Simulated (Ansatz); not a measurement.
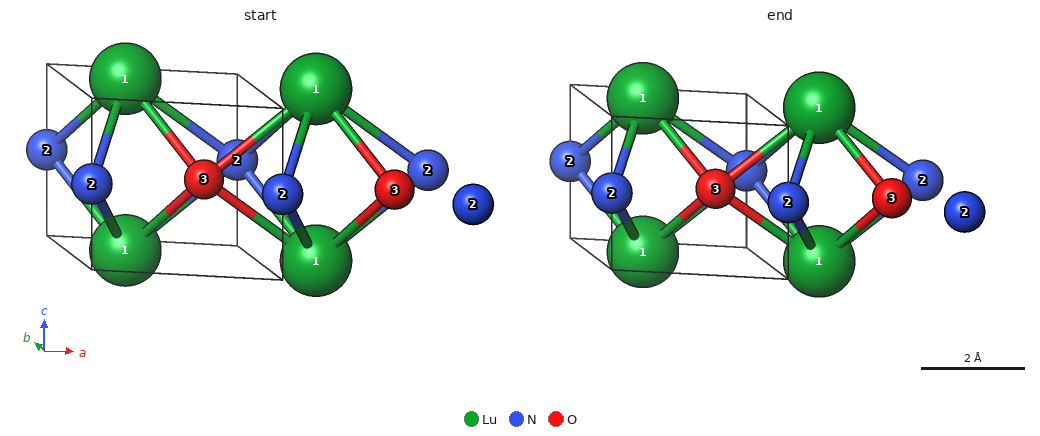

The structure of crystalline LuNO (a generated structure, set up in P-6m2) (coarse preliminary run) before (left) and after (right) a relaxation, at one scale.

The picture is a ball-and-stick view of the cell of the calculation, repeated 2 × 1 × 1 with one cell outlined, seen slightly off an axis.

Level of theory: Ansatz, DFT PBE, scalar-relativistic, plane waves, PAW.

The input:
```yaml
crystal:
  lattice:
    - [3.87133043, 0.0, 0.0]
    - [-1.93566521, 3.3526705, 0.0]
    - [0.0, 0.0, 3.38971489]
  atoms:
    - { symbol: Lu, position: [0.33333333, 0.66666667, 0.0] }
    - { symbol: "N", position: [0.0, 0.0, 0.5] }
    - { symbol: O, position: [0.66666667, 0.33333333, 0.5] }
basis:
  ecutwfc: 420
kpoints:
  mp_grid: { grid: [6, 6, 6] }
hamiltonian:
  xc: pbe
scf:
  occupations: { method: gaussian, width: 0.1 }
  lower_state_search: "off"
output:
  forces: true
  stress: true
  eigenvalues: true
relax:
  adjacent_minimum: "off"
  f_tol: 0.04
  max_steps: 70
  cell: { stress_tol: 0.4 }
```

Command:
```bash
ansatz run input.yaml --threads 1 --pin off --max-ram 2560MiB --backend cpu --events-out ev --progress --plain --runs-dir out
```

### Summarise the run.

Over 4 accepted moves (7 points after the start) the energy falls by 326 meV per atom. All forces vanish by symmetry, so only the cell relaxes. Pressure: −23.55 GPa at the start and 0.05 GPa at the end. The line search rejected the trial step at point 3 of the run. At 2 points the geometry stayed and the basis and grid were re-selected for the new cell (energy shift of 3.6 meV per atom at most each time). The atoms keep their places relative to the cell (all moves are under 0.005 Å). The volume changes by −23.4 %, with a = b 3.871 → 3.581 Å (−7.5 %), c 3.390 → 3.032 Å (−10.5 %). Among the contacts that change: Lu1–Lu1 3.390 → 3.032 Å, Lu1–Lu1 (another image) 3.871 → 3.581 Å, Lu1–O3 2.805 → 2.564 Å, Lu1–N2 2.805 → 2.564 Å. The space group stays P-6m2 (No. 187).
